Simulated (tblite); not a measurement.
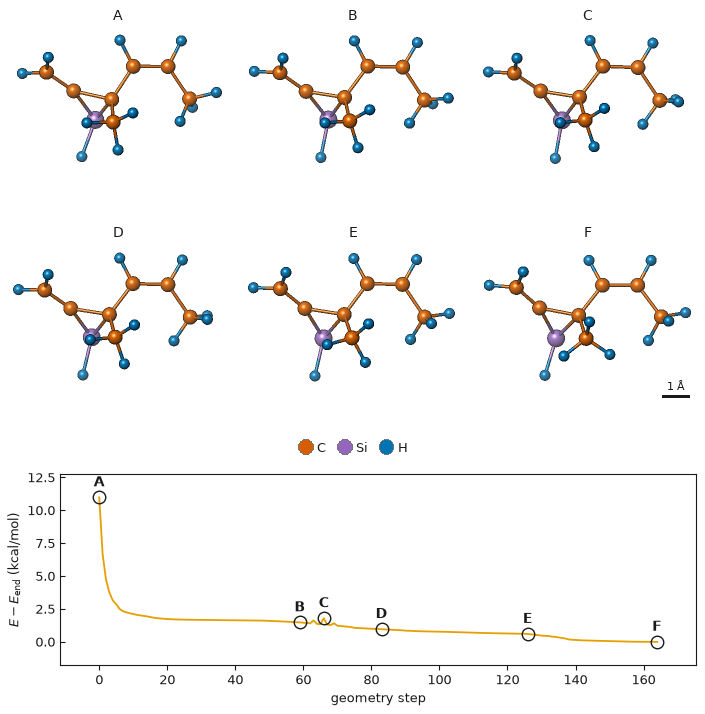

Frames of a relaxation of C7H11Si (multiplicity 2), marked on the history of the run. Style: ball-and-stick. Shown face on.

Computed with GFN2-xTB geometry optimisation, gas phase (tblite). 

What happens along the run?

After 164 geometry steps the energy has fallen by 11.0 kcal/mol. The largest move after the best rigid fit is that of an H atom, 1.16 Å. Largest moves by element: H 1.16 Å, Si 0.35 Å, C 0.24 Å. Among the contacts that change: C–Si 1.844 → 1.948 Å, C–H 1.127 → 1.087 Å, C–C 1.342 → 1.316 Å, C–C 1.495 → 1.470 Å. Among the angles between lasting bonds that change: C–C–H 114.6° → 122.2°, C–C–H 105.5° → 112.7°, H–C–H 122.7° → 116.0°. Groups turn about C–C by about 65°, C–C by about 50°. The run took 1.1 s on 1 thread of Arm Neoverse V2, on a shared host. From step 0 to 59: an H atom moves most (0.37 Å), energy −9.50 kcal/mol. From step 59 to 66: an H atom moves most (0.34 Å), energy +0.31 kcal/mol. From step 66 to 83: H atoms move most (0.09 Å), energy −0.82 kcal/mol. From step 83 to 126: H atoms move most (0.50 Å), energy −0.37 kcal/mol. From step 126 to 164: H atoms move most (0.56 Å), energy −0.60 kcal/mol.

| step | E − E(0), kcal/mol |
| --- | --- |
| 0 | 0.00 |
| 1 | -4.32 |
| 2 | -6.27 |
| 3 | -7.24 |
| 4 | -7.84 |
| 5 | -8.12 |
| 6 | -8.48 |
| 7 | -8.65 |
| 8 | -8.74 |
| 9 | -8.81 |
| 10 | -8.88 |
| 18 | -9.21 |
| 26 | -9.30 |
| 34 | -9.33 |
| 42 | -9.35 |
| 51 | -9.40 |
| 59 | -9.50 |
| 67 | -9.68 |
| 75 | -9.92 |
| 83 | -10.01 |
| 91 | -10.14 |
| 99 | -10.20 |
| 107 | -10.27 |
| 115 | -10.32 |
| 123 | -10.35 |
| 132 | -10.53 |
| 140 | -10.84 |
| 148 | -10.91 |
| 156 | -10.97 |
| 164 | -10.98 |
